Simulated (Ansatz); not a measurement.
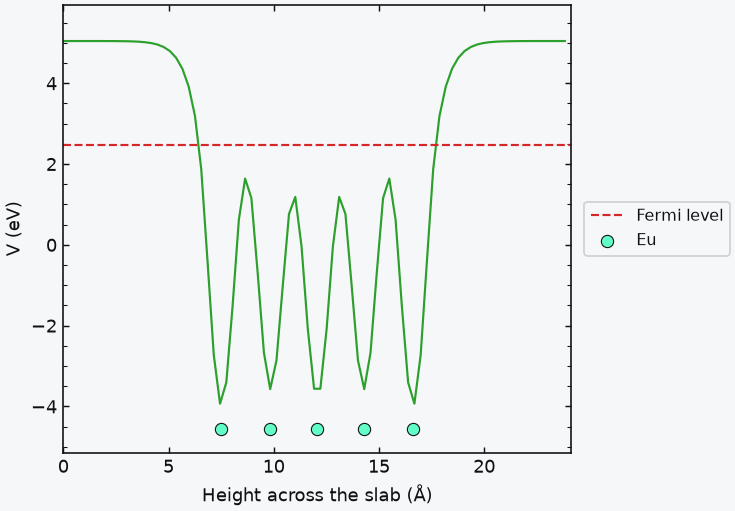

Plane-averaged electrostatic potential energy of an electron across the slab; circles at the bottom mark the heights of the atoms (positions after relaxation). System: a (100) slab cut from Eu (Im-3m), 5 atoms in the cell. Level of theory: DFT PBE+U, scalar-relativistic, plane waves, PAW, Ueff = 6 eV on Eu f, spin-polarised, 6×6×1 k mesh, Gaussian smearing of 0.1 eV; code Ansatz.

The work function is 2.57 eV, the same on both faces. The two vacuum levels agree, so the slab has no net dipole along its normal. The outermost atoms are 9.1 Å apart, which leaves 15.0 Å of vacuum in a cell 24.1 Å high.

The run may have settled in a state above the lowest, so this need not be the ground state. Spin-orbit coupling is left out, which matters for Eu.
